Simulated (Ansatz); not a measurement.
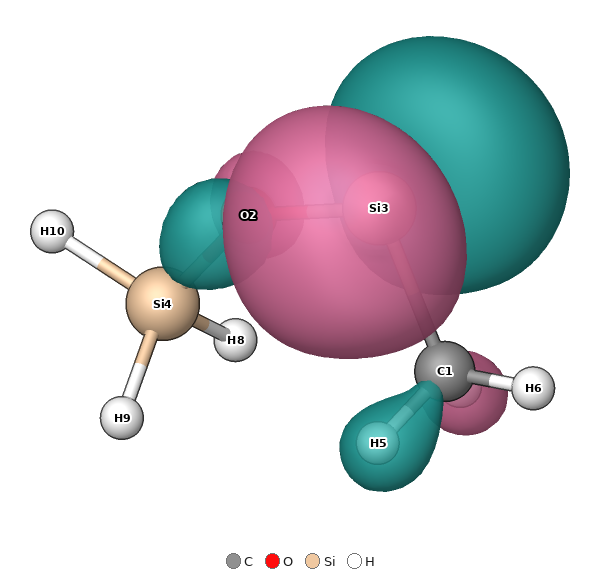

Figure. CH₆OSi₂ (SMILES C[Si]O[SiH3]). The LUMO at ±0.1 Å⁻³ᐟ² (teal and pink are the two phases), seen at a tilt.

Geometry: BLYP-D3(BJ)/def2-SVP.

Method: isolated molecule in a Gaussian basis; Kohn-Sham density functional theory, functional PBE0 (Ansatz).

The calculation's input:

```
crystal:
  periodic: [false, false, false]
  atoms:
    - {symbol: C, position_ang: [0.337663, 1.770747, -0.096829]}
    - {symbol: O, position_ang: [-1.142149, -0.534394, 0.426219]}
    - {symbol: Si, position_ang: [-1.408528, 0.962017, -0.327093]}
    - {symbol: Si, position_ang: [-0.015656, -1.498435, 1.232666]}
    - {symbol: H, position_ang: [0.595246, 1.836489, 0.985246]}
    - {symbol: H, position_ang: [0.400880, 2.790169, -0.530014]}
    - {symbol: H, position_ang: [1.123655, 1.141044, -0.573388]}
    - {symbol: H, position_ang: [1.170905, -1.760443, 0.351267]}
    - {symbol: H, position_ang: [0.448443, -0.817245, 2.487205]}
    - {symbol: H, position_ang: [-0.668469, -2.797672, 1.585676]}
basis:
  gaussian: {orbitals: def2-TZVPD}
hamiltonian: {xc: pbe0}
output: {forces: true, orbitals: {seedname: orbitals}}
```

Run with:

```sh
ansatz run input.yaml --threads 2 --pin off --max-ram 4350MiB --events-out events.jsonl --progress --plain --runs-dir runs
```

What is the character of this orbital?

By Hirshfeld shares it lies mainly on Si3 (about 80 %) and O2 (about 5 %). Its energy is −1.97 eV.
